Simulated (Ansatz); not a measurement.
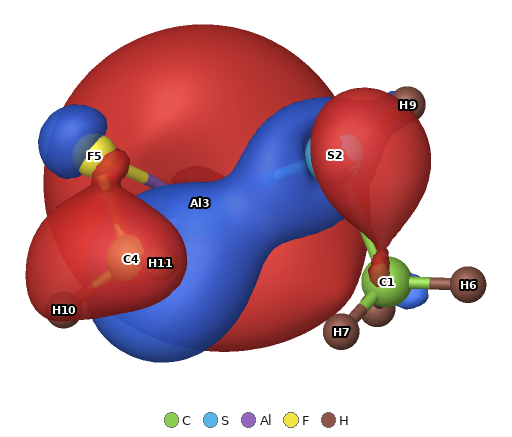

Figure. C$_{2}$H$_{6}$AlFS. One frontier orbital at ±0.06 Å⁻³ᐟ² (red and blue are the two phases), seen at a tilt.

These are results of RKS LDA/def2-SVP (Ansatz), not measurements.

Input

```
crystal:
  periodic: [false, false, false]
  atoms:
    - { symbol: C, position_ang: [-1.5415, -1.2159, 0.9298] }
    - { symbol: S, position_ang: [-1.414, 0.6225, 1.1378] }
    - { symbol: Al, position_ang: [0.7414, 0.6773, 0.4928] }
    - { symbol: C, position_ang: [1.3156, 0.9022, -1.4194] }
    - { symbol: F, position_ang: [0.7423, 2.0855, -1.8964] }
    - { symbol: H, position_ang: [-2.6285, -1.4479, 1.1746] }
    - { symbol: H, position_ang: [-1.3661, -1.4468, -0.1346] }
    - { symbol: H, position_ang: [-0.8513, -1.6947, 1.5821] }
    - { symbol: H, position_ang: [-1.68025, 1.81955, 1.77071] }
    - { symbol: H, position_ang: [2.3469, 0.8821, -1.5087] }
    - { symbol: H, position_ang: [0.7887, 0.0574, -1.9764] }
basis:
  gaussian: { orbitals: def2-SVP }
hamiltonian:
  xc: lda
relax:
  f_tol: 0.02
  max_steps: 50
output:
  orbitals: {}
```

Command:

```sh
ansatz run input.yaml --threads 2 --pin off --max-ram 3072MiB --backend cpu --events-out ev --progress --plain --runs-dir out
```

The fields are those of the relaxed geometry.

### Which orbital is it: HOMO or LUMO?

The HOMO, at −4.23 eV. It lies mainly on Al3 (about 70 %), C4 (about 15 %) and S2 (about 5 %).
